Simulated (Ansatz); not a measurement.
# Does disorder add resistance in series? Au(111) layers displaced at 180 K

Two lengths of the disordered region are known. What area resistance does the third give?

How it was computed: Ansatz 0.2.0, plane waves with PAW datasets at their recommended cutoffs (420 eV for most), Fermi-Dirac smearing; ballistic transmission by layer matching. The area resistance is RA = A (h/2e²)(1/T − 1/N), with T the zone-mean transmission per spin and N the lead's channels, both averaged over a few energies near the Fermi level; for magnets each spin is taken apart, with h/e², and the two conduct in parallel. Lateral cell 2x2, PBE, a fresh random draw for each length. Atoms are displaced independently, by 0.0707 Å r.m.s. per direction; each RA is scaled by the nominal over the drawn mean square displacement.

Results; the value marked ? is to be predicted:

| length (Å) | channels N | RA (fΩ m²) |
| --- | --- | --- |
| 9.42 | 3.210 | 0.0267 |
| 18.8 | 3.210 | 0.0476 |
| 28.3 | 3.210 | ? |

Worked fit:

Ohm's law makes RA linear in the length: the slope is (0.0476 − 0.0267)/(18.8 − 9.42) = 2.22×10⁻³ fΩ m² per Å, or 2.2 µΩ cm. Then 0.0476 + 2.22×10⁻³ × 9.42. Predicted: 0.0685 fΩ m².

What the run gave:

0.0884 fΩ m², so the prediction is 23 % too low. The three lengths together give 3.3 µΩ cm. Single draws scatter; these runs don't part the causes of the miss, and leave the question open.

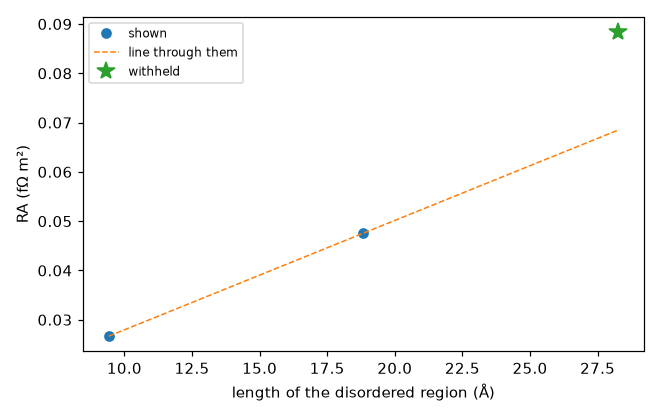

Area resistance against length.

Caveats: The scatterers repeat sideways with the small cell. The slope is a raw one; a model of isotropic scattering puts it 1.21 times the bulk value over these lengths. Spin-orbit coupling is left out, which matters for Au.
